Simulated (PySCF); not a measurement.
**C2H7F3OSi2: density, localisation and related maps**

Input

```
{"job": {"kind": "nmr", "xc": "PBE0", "basis": "pcSseg-1"}, "charge": 0, "multiplicity": 1}
F      2.232726    -1.386174     0.051291
C      2.041704    -0.090340    -0.287961
F      2.037341    -0.095874    -1.641197
F      3.144461     0.559044     0.080627
O      0.992781     0.456070     0.249762
C     -0.293284    -0.196414    -0.089160
Si    -0.990007    -0.759071     1.602655
Si    -1.245148     1.094058    -1.134618
H     -0.074209    -1.073100    -0.701939
H     -1.138157     0.436464     2.427209
H     -2.273122    -1.409942     1.339510
H     -0.038216    -1.691680     2.203246
H     -1.393638     2.290174    -0.310930
H     -2.536206     0.493909    -1.469665
H     -0.471439     1.380865    -2.340741
```

Command:

```sh
OMP_NUM_THREADS=1 python probes_run.py task.json out
```

Geometry: GFN2-xTB.

All numbers below come from PySCF, PBE0/pcSseg-1, SCF density, gas phase, non-relativistic.

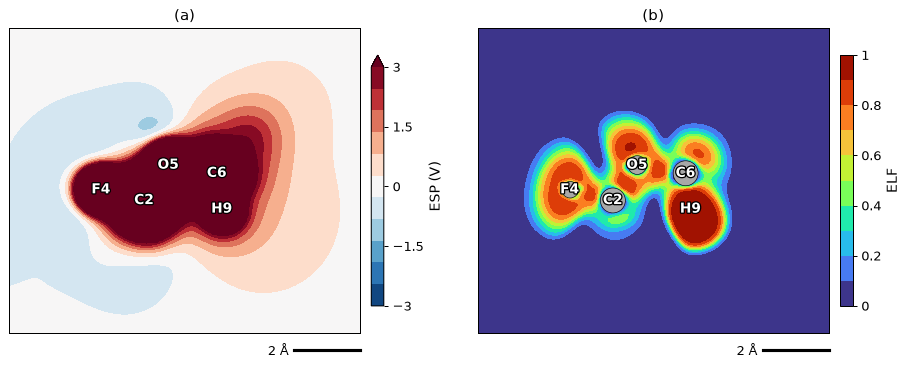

Figure 1. (a) electrostatic potential; (b) ELF on the plane of atoms O5, C6 and H9. Grey discs cover the atomic cores in the ELF map.

What does the map show?

Answer.
- The plane passes through C, F, O and H nuclei.
- C–O (1.30 Å): the ELF peaks at about 0.90 between the atoms (a polar covalent bond).
- C–F (1.33 Å): the ELF peaks at about 0.85 between the atoms; a shared but strongly polarised pair.
- C–H (1.09 Å): the ELF climbs to about 1 towards the hydrogen, as it does in any bond to H (a covalent bond by its length).
- C–O (1.48 Å): the ELF peaks at about 0.85 between the atoms (a shared but strongly polarised pair).
- The ELF also peaks beside F4 and O5, away from the bonds: lone-pair regions.
- Outside the dense part of the molecule the potential is most negative (−0.9 V) near O5.

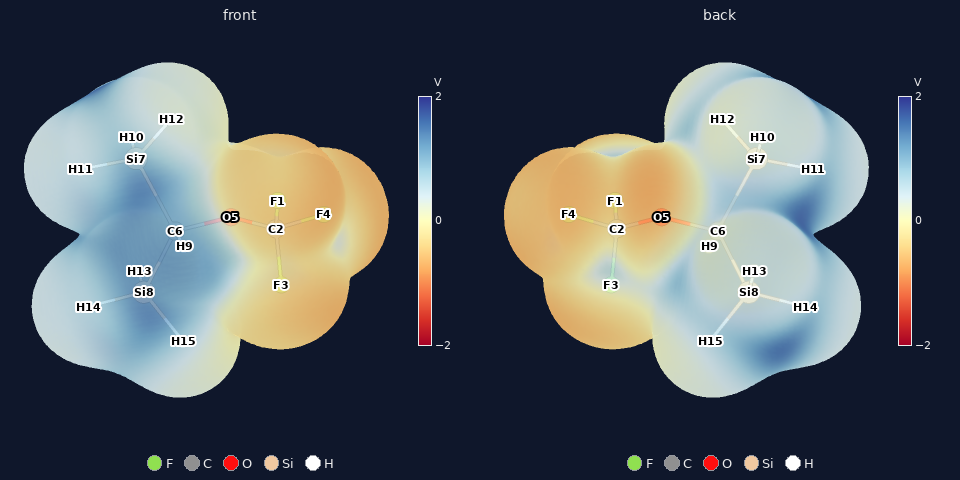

Figure 2. The molecular electrostatic potential painted on the density surface at 0.002 e/bohr³, seen from the front and from behind; red is negative and blue positive.

Describe the electrostatic potential map.

Answer. The most negative region (about −0.8 V, or −18 kcal/mol for a unit charge) lies over O5, the most positive (about +1.6 V, or +37 kcal/mol for a unit charge) over Si7 and Si8.

How polar is the molecule by this calculation?

Answer. Its dipole moment is 2.71 D.
